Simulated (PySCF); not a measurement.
# B3LYP/6-31G(d) (spherical functions) run of AlH (SMILES [AlH])

Aim: the energy change on altering one bond length of AlH at B3LYP/6-31G* (spherical functions), from 2 runs. The job is set up through a Python script.

The calculation is run with PySCF 2.14.0.

3 further runs of the same task are left out: 3 set aside as unsound or not needed.

## 1. The molecule

AlH: 2 atoms, total charge 0, spin state singlet. As SMILES, `[AlH]`. Geometry: relaxed at PBE0-D4/def2-TZVP.

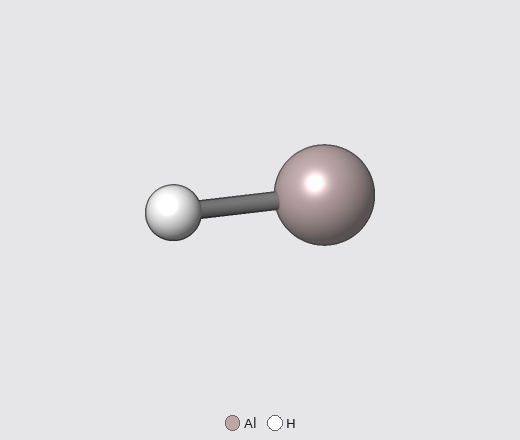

Viewed from a chosen angle; aluminium light grey, hydrogen white.

## 2. The energy at B3LYP/6-31G(d) (spherical functions)

The input, geometry.xyz:

```xyz
2
AlH
Al     0.000000     0.000000    -0.025640
H      0.000000     0.000000     1.639110
```

The input, job.py:

```python
from pyscf import gto, dft

system = gto.M(
    atom='geometry.xyz',
    max_memory=1860,
    verbose=4,
    basis='6-31g*',
)

mf = dft.RKS(system, xc='b3lyp')
mf.grids.level = 5
mf.conv_tol = 1e-10
mf.kernel()
if not mf.converged:
    mf = mf.newton().run(mf.mo_coeff, mf.mo_occ)

e_tot = mf.e_tot
print('E(%s) = %.9f' % ('B3LYP', e_tot))
```

Launch:

```bash
OMP_NUM_THREADS=1 python job.py
```

What it wrote:

```text
PySCF version 2.14.0

[INPUT] num. atoms = 2
[INPUT] num. electrons = 14
[INPUT] charge = 0
[INPUT] spin (= nelec alpha-beta = 2S) = 0
[INPUT] symmetry False subgroup None
[INPUT] Mole.unit = angstrom
[INPUT] Symbol           X                Y                Z      unit          X                Y                Z       unit  Magmom
[INPUT]  1 Al     0.000000000000   0.000000000000  -0.025640000000 AA    0.000000000000   0.000000000000  -0.048452577834 Bohr   0.0
[INPUT]  2 H      0.000000000000   0.000000000000   1.639110000000 AA    0.000000000000   0.000000000000   3.097468988036 Bohr   0.0

nuclear repulsion = 4.13233442977024
number of shells = 10
number of NR pGTOs = 55
number of NR cGTOs = 20
basis = 6-31g*
ecp = {}

******** <class 'pyscf.dft.rks.RKS'> ********
method = RKS
initial guess = minao
damping factor = 0
level_shift factor = 0
DIIS = <class 'pyscf.scf.diis.CDIIS'>
diis_start_cycle = 1
diis_space = 8
diis_damp = 0
SCF conv_tol = 1e-10
SCF conv_tol_grad = None
SCF max_cycles = 50
direct_scf = True
direct_scf_tol = 1e-13
XC library pyscf.dft.libxc version 7.0.0
    S. Lehtola, C. Steigemann, M. J.T. Oliveira, and M. A.L. Marques.,  SoftwareX 7, 1–5 (2018)
XC functionals = b3lyp
    P. J. Stephens, F. J. Devlin, C. F. Chabalowski, and M. J. Frisch.,  J. Phys. Chem. 98, 11623 (1994)
radial grids:
    Treutler-Ahlrichs [JCP 102, 346 (1995); DOI:10.1063/1.469408] (M4) radial grids

becke partition: Becke, JCP 88, 2547 (1988); DOI:10.1063/1.454033
pruning grids: <function nwchem_prune>
grids dens level: 5
symmetrized grids: False
atomic radii adjust function: <function treutler_atomic_radii_adjust>
small_rho_cutoff = 0
Set gradient conv threshold to 1e-05
Initial guess from minao.
tot grids = 66592
init E= -242.852115336225
  HOMO = -0.199081566957128  LUMO = -0.0758119267472868  gap/eV = 3.35434
cycle= 1 E= -242.973417158825  delta_E= -0.121  |g|= 0.129  |ddm|= 0.97
  HOMO = -0.201255192134449  LUMO = -0.0761124768122184  gap/eV = 3.40531
cycle= 2 E= -242.978805227884  delta_E= -0.00539  |g|= 0.0651  |ddm|= 0.38
  HOMO = -0.205472325680333  LUMO = -0.0706194039004691  gap/eV = 3.66953
cycle= 3 E= -242.981386186764  delta_E= -0.00258  |g|= 0.00537  |ddm|= 0.16
  HOMO = -0.206030574362884  LUMO = -0.0707876579717373  gap/eV = 3.68015
cycle= 4 E= -242.981405976748  delta_E= -1.98e-05  |g|= 0.000435  |ddm|= 0.017
  HOMO = -0.2060965414897  LUMO = -0.0708823014400835  gap/eV = 3.67937
cycle= 5 E= -242.981406079225  delta_E= -1.02e-07  |g|= 4.97e-05  |ddm|= 0.000907
  HOMO = -0.206060112587287  LUMO = -0.070854873584268  gap/eV = 3.67912
cycle= 6 E= -242.981406080515  delta_E= -1.29e-09  |g|= 3.07e-06  |ddm|= 0.000173
  HOMO = -0.20605999516096  LUMO = -0.0708552828224318  gap/eV = 3.67911
cycle= 7 E= -242.981406080519  delta_E= -4.29e-12  |g|= 2.66e-07  |ddm|= 6.97e-06
  HOMO = -0.206060054458918  LUMO = -0.0708553736684293  gap/eV = 3.67911
Extra cycle  E= -242.981406080519  delta_E= -1.71e-13  |g|= 1.37e-07  |ddm|= 9.5e-07
converged SCF energy = -242.981406080519
E(B3LYP) = -242.981406081
```

Wall time 1.1 s (1 thread of Arm Neoverse V2, shared host); peak memory 0.17 GiB.

## 3. The distorted shape

The input, input.py:

```python
from pyscf import gto, dft

molecule = gto.M(
    atom='''
Al     0.000000     0.000000    -1.621366
H      0.000000     0.000000     3.097469
''',
    max_memory=1860,
    unit='bohr',
    charge=0,
    verbose=3,
    spin=0,
    basis='6-31g*',
)

myscf = dft.RKS(molecule)
myscf.xc = 'b3lyp'
myscf.grids.level = 5
myscf.conv_tol = 1e-10
myscf.kernel()
if not myscf.converged:
    myscf = myscf.newton().run(myscf.mo_coeff, myscf.mo_occ)

e_final = myscf.e_tot
print('Final energy', e_final)
```

Launch:

```bash
OMP_NUM_THREADS=1 python input.py
```

What it wrote:

```text
converged SCF energy = -242.933025874225
Final energy -242.93302587422463
```

It took 1.1 s on 1 thread of Arm Neoverse V2, shared host; peak memory 0.17 GiB.

## 4. Summary of results

At B3LYP/6-31G* (spherical functions):

| quantity | value |
| --- | --- |
| first shape: total energy | -242.98141 Eh |
| first shape: dipole moment | 0.21 D |
| first shape: HOMO energy | -5.61 eV |
| first shape: LUMO energy | -1.93 eV |
| first shape: HOMO–LUMO gap | 3.68 eV |
| distorted shape: total energy | -242.93303 Eh |
| distorted shape: dipole moment | 2.89 D |
| distorted shape: HOMO energy | -5.35 eV |
| distorted shape: LUMO energy | -2.38 eV |
| distorted shape: HOMO–LUMO gap | 2.97 eV |
| energy change with the Al1–H2 bond stretched from 1.665 to 2.497 Å | 1.316 eV |

One bond (distorted shape) is far stretched, which a spin-restricted single reference describes badly; a broken-symmetry solution may lie lower. With the Al1–H2 bond stretched from 1.665 to 2.497 Å the energy rises by 1.32 eV (30 kcal/mol). The first shape isn't relaxed at this level, so the change isn't measured from a minimum. A restricted reference can't describe the breaking bond well at this length.
